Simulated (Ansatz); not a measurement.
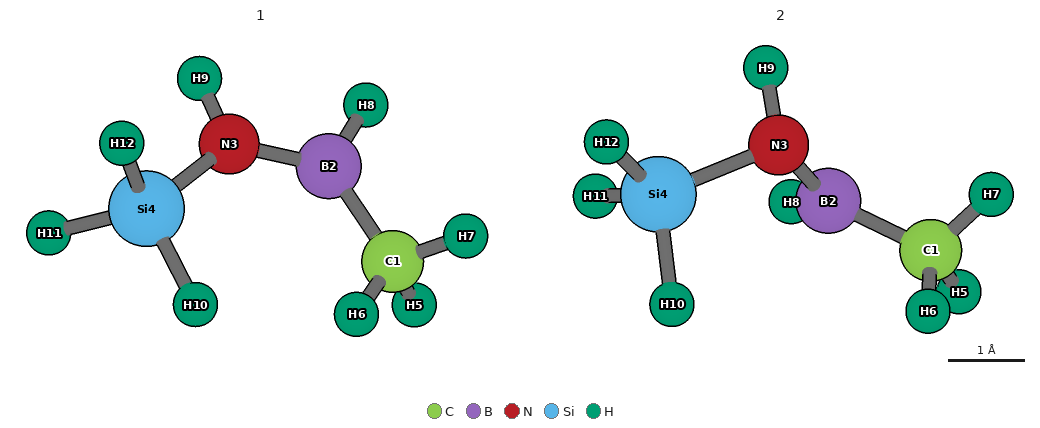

Two geometries of CH8BNSi (coarse preliminary run), drawn at one scale. One is the start of a relaxation, the other its converged end. Style: ball-and-stick. Shown at a tilt.

All numbers below come from RKS PBE-D4/def2-SVP (Ansatz 0.2.0). Settings: force threshold 0.03 eV/Å; at most 200 steps.

Q: Which geometry has the lower energy?

A: Structure 1 is the relaxed one. The start comes from a force field. H8 moves most after the best rigid fit: 1.80 Å. Largest moves by element: H 1.80 Å, N 0.85 Å, B 0.54 Å, C 0.30 Å, Si 0.22 Å. Some distances before and after: Si4–H12 1.422 → 1.506 Å, B2–N3 1.505 → 1.421 Å, N3–H9 1.108 → 1.026 Å, B2–H8 1.158 → 1.225 Å. Bond angles that change, for instance: B2–N3–Si4 111.1° → 132.0°, B2–N3–H9 104.7° → 114.2°, Si4–N3–H9 105.8° → 113.9°. Groups turn about C1–B2 by about 60°. The energy falls by 1.425 eV in 13 accepted moves (14 points after the start). The largest force component goes from 1.9 to 0.022 eV/Å. The line search rejected the trial step at point 10 of the run.
